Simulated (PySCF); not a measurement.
# C4H4FN: the cost of one run

Computed with PySCF 2.14.0, with density-fitted response routines of our own, on a single molecule in the gas phase. Atoms count from 0, in the outputs and in this text.

## Step 1: Starting geometry

10 atoms, charge 0, multiplicity 1; geometry from: MMFF94s. The atoms were then displaced at random by about 0.03 Å, so the start is not that level's minimum.

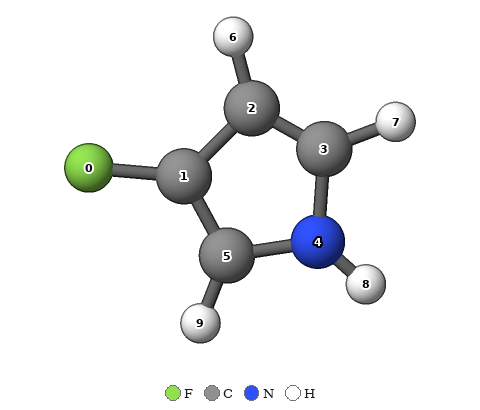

The starting geometry (fluorine green, carbon grey, nitrogen blue, hydrogen white), atoms numbered.

## Step 2: Optimising the geometry at PBE0-D3(BJ)/def2-SVP

What the job is given:

```
{"job": {"xc": "PBE0", "basis": "def2-SVP", "d3": "d3bj", "grid": 1, "shake": 0.03, "kind": "geom"}, "charge": 0, "multiplicity": 1}
F      2.453430     0.099590     0.663720
C      1.089200     0.069990     0.295010
C      0.134780     1.144240     0.219550
C     -0.909380     0.620300    -0.168880
N     -0.842280    -0.758080    -0.373110
C      0.454960    -1.058090    -0.067380
H      0.420440     2.183760     0.472930
H     -1.927040     1.089150    -0.346240
H     -1.559090    -1.369100    -0.579880
H      0.809630    -2.098500    -0.111300
```

Command:

```sh
OMP_NUM_THREADS=1 python probes_run.py task.json out
```

The driver reads the jobs from task.json and runs them one after another.

Q: Estimate the wall time and peak memory of this first job on 1 thread of AMD EPYC 7B13, shared host.

About 33 s, with a peak of 0.43 GiB.
